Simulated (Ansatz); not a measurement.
Input

```
crystal:
  periodic: [false, false, false]
  atoms:
    - {symbol: C, position_ang: [-1.163217, 0.906006, -0.412989]}
    - {symbol: S, position_ang: [-0.797716, -0.855329, -0.419487]}
    - {symbol: C, position_ang: [0.691134, -0.855271, 0.595392]}
    - {symbol: O, position_ang: [1.783978, -0.190871, 0.026356]}
    - {symbol: H, position_ang: [-1.983592, 1.069082, -1.111881]}
    - {symbol: H, position_ang: [-1.471297, 1.237666, 0.579921]}
    - {symbol: H, position_ang: [-0.294782, 1.475486, -0.742896]}
    - {symbol: H, position_ang: [0.897778, -1.914412, 0.790677]}
    - {symbol: H, position_ang: [0.488914, -0.359159, 1.546212]}
    - {symbol: H, position_ang: [1.931901, -0.564396, -0.848305]}
basis:
  gaussian: {orbitals: def2-TZVPP}
hamiltonian: {xc: pbe0, dispersion: d4}
output: {orbitals: {seedname: orbitals}}
```

Command:

```sh
ansatz run in.yaml --threads 2 --pin off --events-out ev --progress --plain --max-ram 4352MiB
```

Geometry: PBE0-D4/def2-TZVP.

All numbers below come from RKS PBE0-D4/def2-TZVPP in Ansatz.

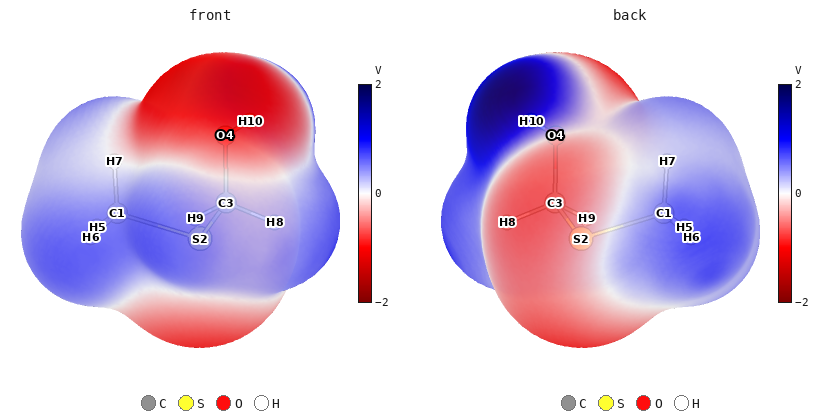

C2H6OS (SMILES CSCO). The molecular electrostatic potential painted on the density surface at 0.001 e/bohr³, seen from the front and from behind; red is negative and blue positive.

Question: Where is the surface potential most negative and most positive?

Answer: The most negative region (about −1.2 V) lies over O4, the most positive (about +1.7 V) over H10. O4 is the likeliest acceptor of a hydrogen bond.
